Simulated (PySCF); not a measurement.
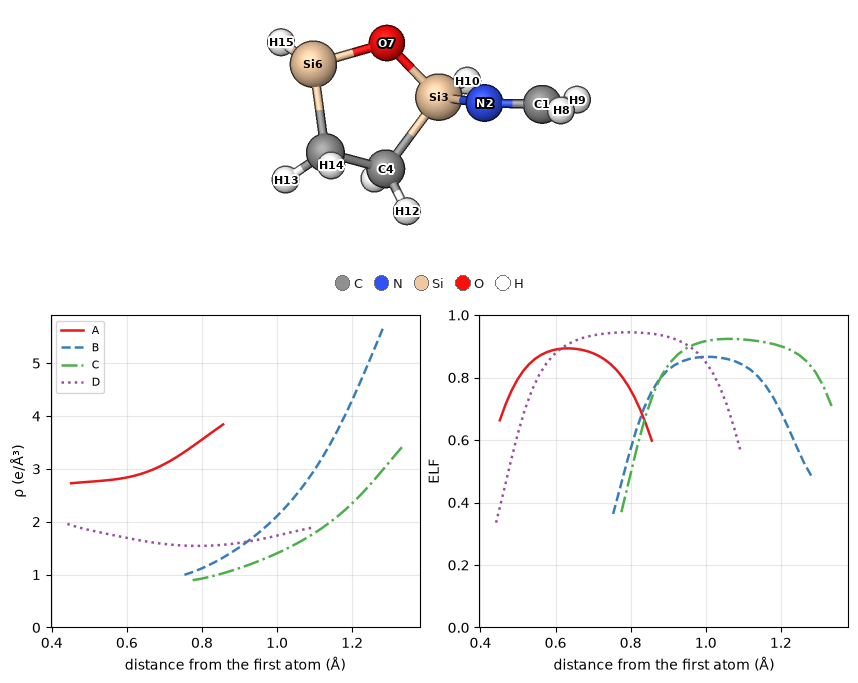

Figure. C₃H₈NOSi₂ (doublet). Electron density and electron localisation function along straight lines between neighbouring atoms. The curves leave out the atomic cores. The structure is drawn too.

Geometry: GFN2-xTB.

These are results of PySCF 2.14.0, density-fitted response routines, UKS B3LYP, pcH-1 on C H N O Si, non-relativistic, mean-field spin-orbit, GIAO, not measurements.

```xyz
15

C     2.9861   -0.4496    0.2586
N     1.8321    0.0171    0.3054
Si    0.5136   -0.0368   -0.8020
C    -0.9613   -0.8464    0.0965
C    -1.7570    0.2715    0.7866
Si   -1.4997    1.8618   -0.2467
O    -0.0478    1.4859   -0.9397
H     3.6466   -0.3225    1.1131
H     3.4056   -0.9917   -0.5942
H     0.7204   -0.5067   -2.1685
H    -1.5930   -1.3295   -0.6507
H    -0.6802   -1.6157    0.8144
H    -2.8096    0.0040    0.8922
H    -1.3666    0.4126    1.7960
H    -2.3938    2.0540   -1.3928
```

Which curve belongs to which contact (C–C, C–N, Si–N and Si–O)? The first atom named is at distance zero.

Curve A: C–N (1.25 Å): ρ at the midpoint is about 2.9 e/Å³; the ELF peaks at about 0.90 between the atoms (a multiple bond). Curve B: Si–O (1.63 Å): ρ is about 1.2 e/Å³ halfway; the ELF peaks at about 0.85 between the atoms, as expected for a shared but strongly polarised pair. Curve C: Si–N (1.72 Å): ρ at the midpoint is about 1 e/Å³; the ELF peaks at about 0.90 between the atoms, as expected for a polar covalent bond. Curve D: C–C (1.54 Å): the density is about 1.5 e/Å³ at the midpoint; the ELF peaks at about 0.95 between the atoms (localised, covalent bonding).
